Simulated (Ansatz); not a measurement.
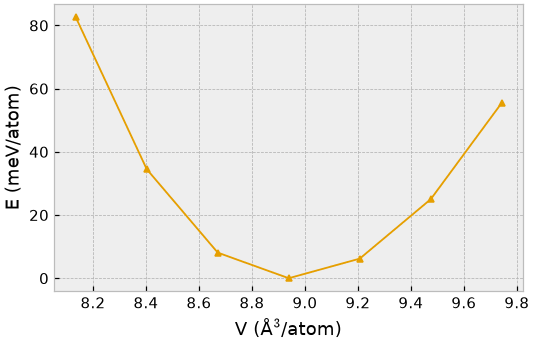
Figure: B2Ir (MoSi2 or CaC2 type, space group No. 139) under volume change, r²SCAN in the plane-wave PAW code Ansatz, shape and atoms relaxed at each volume.

**Question.** What does a third-order Birch–Murnaghan fit give for V₀, B₀ and B′?

**Answer.** V₀ = 8.95 Å³/atom, B₀ = 302 GPa, B′ = 4.6.

Space group I4/mmm (MoSi2 or CaC2 type). The cell is a constructed one: a structure type filled with these elements; neither database checked (COD, Materials Project) lists it. Whether it is the stable phase at ambient conditions was not checked. Symmetry was held in the r²SCAN relaxation; whether a distortion lowers the energy is not shown. The run is not spin-polarised. Scalar-relativistic: spin–orbit coupling is off unless named, which matters more the heavier the elements.

Potentials: the earlier of the program's two PAW sets.
